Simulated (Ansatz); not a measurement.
The calculation's input:

```
crystal:
  periodic: [false, false, false]
  atoms:
    - { symbol: C, position_ang: [-2.0479, 0.3871, 0.4781] }
    - { symbol: C, position_ang: [-0.9077, 0.049, -0.1275] }
    - { symbol: O, position_ang: [0.2968, 0.1552, 0.5156] }
    - { symbol: Si, position_ang: [1.7145, -0.2668, -0.2418] }
    - { symbol: Cl, position_ang: [3.2214, 0.0603, 1.1008] }
    - { symbol: H, position_ang: [-2.0489, 0.7559, 1.4989] }
    - { symbol: H, position_ang: [-3.0004, 0.3021, -0.0333] }
    - { symbol: H, position_ang: [-0.8914, -0.3205, -1.1459] }
    - { symbol: H, position_ang: [1.7119, -1.7061, -0.6089] }
    - { symbol: H, position_ang: [1.9517, 0.584, -1.436] }
basis:
  gaussian:
    orbitals: cc-pVDZ
hamiltonian:
  xc: blyp
output:
  orbitals: {}
  forces: true
```

Run with:

```sh
python methods_c2h5closi.py
```

Not at a stationary point (largest force 1.2 eV/Å).

Theory: SCF blyp, Gaussian basis in Ansatz 0.2.0.

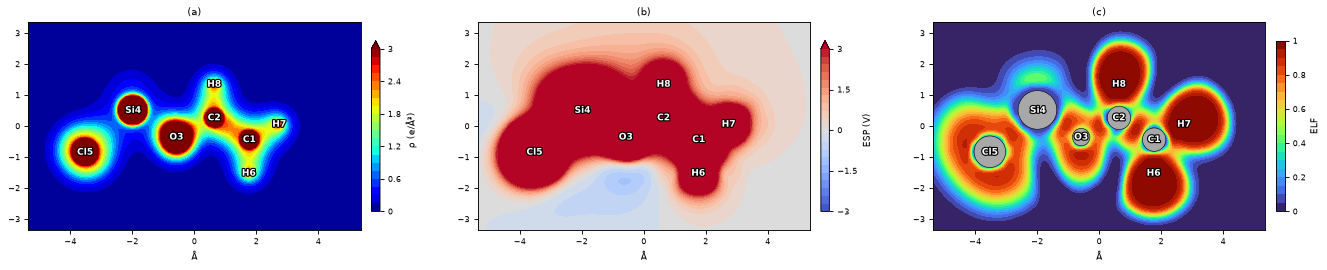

C$_{2}$H$_{5}$ClOSi (SMILES C=CO[SiH2]Cl). (a) total electron density; (b) molecular electrostatic potential; (c) ELF on the plane of atoms C1, C2 and H8. Grey discs cover the atomic cores in the ELF map.

### What does the map show?

Atoms in the plane: C, O, Si, Cl and H.
C–C (1.33 Å): ρ at the midpoint is about 2.3 e/Å³; the ELF peaks at about 0.95 between the atoms; a short, multiple covalent bond.
C–O (1.37 Å): the density is about 2.2 e/Å³ at the midpoint, with its minimum of 1.8 e/Å³ about 0.5 Å from C; the ELF peaks at about 0.85 between the atoms, as expected for a shared but strongly polarised pair.
Si–O (1.66 Å): ρ at the midpoint is about 1 e/Å³; the ELF peaks at about 0.85 between the atoms; a shared but strongly polarised pair.
Si–Cl (2.04 Å): ρ at the midpoint is about 0.89 e/Å³; the ELF peaks at about 0.85 between the atoms (a shared but strongly polarised pair).
C–H (1.08 Å): the density is about 2 e/Å³ at the midpoint; the ELF climbs to about 1 towards the hydrogen, as it does in any bond to H (a covalent bond by its length).
The ELF also peaks beside Cl5 and O3, away from the bonds: lone-pair regions.
Outside the dense part of the molecule the potential is most negative (−1.1 V) near O3.
